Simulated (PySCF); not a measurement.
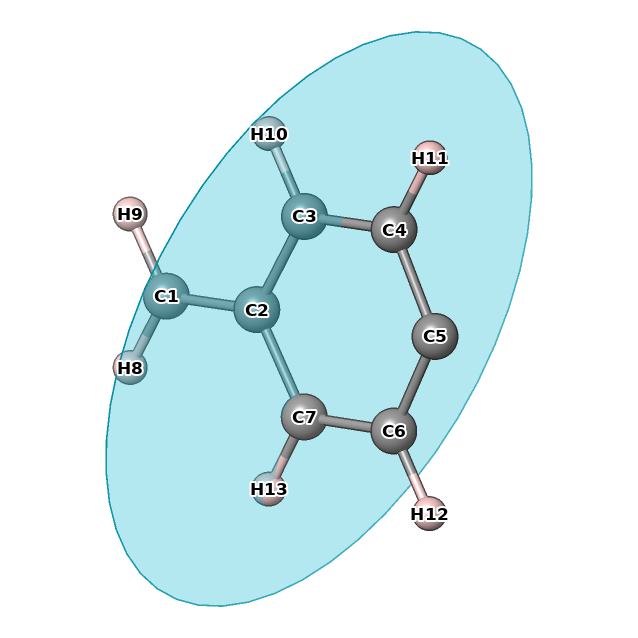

A disc through the centre of mass is drawn in. Depth is shown by fading: the farther an atom, the more it takes the colour of the background. The species is neutral and a spin triplet. Computed geometry: PBE0-D3(BJ)/def2-SVP optimisation. No frequency run is at hand to confirm it as a minimum.

### Is the plane of the disc a mirror plane of the structure?

No. The point group is C2v, with 1 C2 axis and 2 mirror planes, and this plane isn't one of its mirror planes.

The spin state was imposed, and no run here compares it with a lower spin, which may lie lower.
